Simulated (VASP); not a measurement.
Band structure of CsCl (CsCl type). All values below come from PBE GGA with spin-orbit coupling, VASP's PBE PAW potentials (set 64) (plane waves; VASP).

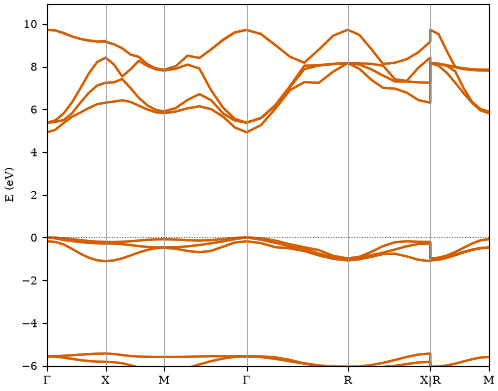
Bands along high-symmetry lines, zero at the valence-band maximum or, without a gap, the Fermi level

Q: Read the plot: is there a gap, and where are the band edges?

A: The gap is direct, 4.92 eV, from the valence maximum at Γ to the conduction minimum at Γ.

Measured: gap 8.35 eV at 80 K (computed value off by -3.43 eV), as given by Wikipedia, Caesium chloride.

The compound is CsCl in the CsCl type structure. It was relaxed first, which changed the volume by +7 %.
